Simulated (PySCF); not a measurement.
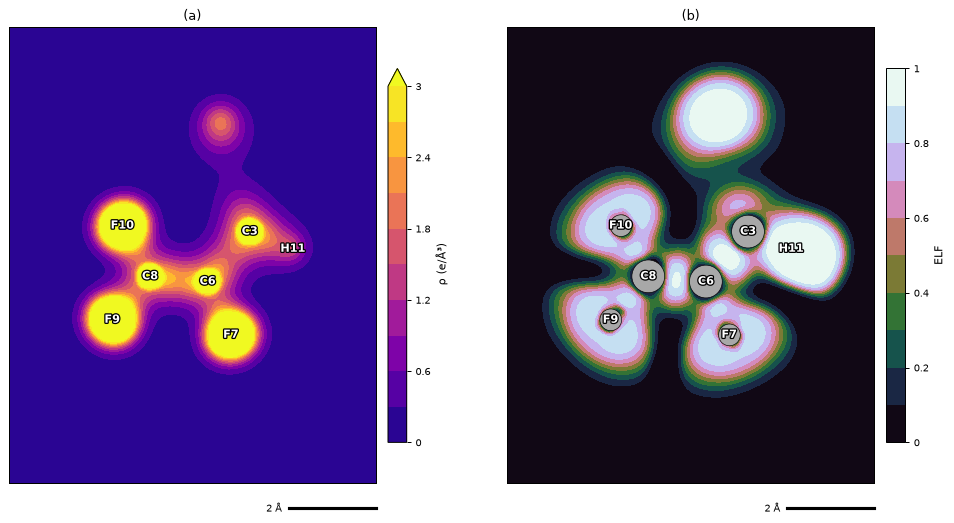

*C₆H₃F₃N (doublet). (a) electron density; (b) ELF on the plane of atoms C6, C8 and F10. Grey discs cover the atomic cores in the ELF map.*

Geometry: GFN2-xTB.

Method: UKS B3LYP, pcH-1 on C F H N, non-relativistic, mean-field spin-orbit, GIAO (PySCF).

```yaml
atoms:
  - { symbol: C, position_ang: [-1.2300, 1.2525, 2.1029] }
  - { symbol: C, position_ang: [-0.7766, 0.3778, 1.4263] }
  - { symbol: C, position_ang: [-0.2446, -0.6794, 0.5229] }
  - { symbol: N, position_ang: [-0.8407, -0.7345, -0.7650] }
  - { symbol: C, position_ang: [-1.7058, 0.0551, -1.1963] }
  - { symbol: C, position_ang: [1.2423, -0.4848, 0.4111] }
  - { symbol: F, position_ang: [1.9996, -1.2917, 1.1701] }
  - { symbol: C, position_ang: [1.8364, 0.4409, -0.3376] }
  - { symbol: F, position_ang: [3.1397, 0.6355, -0.4305] }
  - { symbol: F, position_ang: [1.1752, 1.2912, -1.1085] }
  - { symbol: H, position_ang: [-0.4154, -1.6518, 1.0057] }
  - { symbol: H, position_ang: [-2.0829, -0.1061, -2.1950] }
  - { symbol: H, position_ang: [-2.1017, 0.8955, -0.6236] }
```

Question: What does the map show?

Answer:
- Atoms in the plane: C, F and H.
- C–F (1.32 Å): ρ at the midpoint is about 2.4 e/Å³, with its minimum of 1.9 e/Å³ about 0.5 Å from C; the ELF peaks at about 0.85 between the atoms, as expected for a polar covalent bond.
- C–H (1.10 Å): the density is about 2.1 e/Å³ at the midpoint; the ELF climbs to about 1 towards the hydrogen, as it does in any bond to H; an ordinary covalent bond to hydrogen.
- C–C (1.33 Å): ρ at the midpoint is about 2.4 e/Å³; the ELF peaks at about 0.90 between the atoms (a short, multiple covalent bond).
- The ELF also peaks beside F7, F9 and F10, away from the bonds: non-bonding electrons, paired or unpaired.
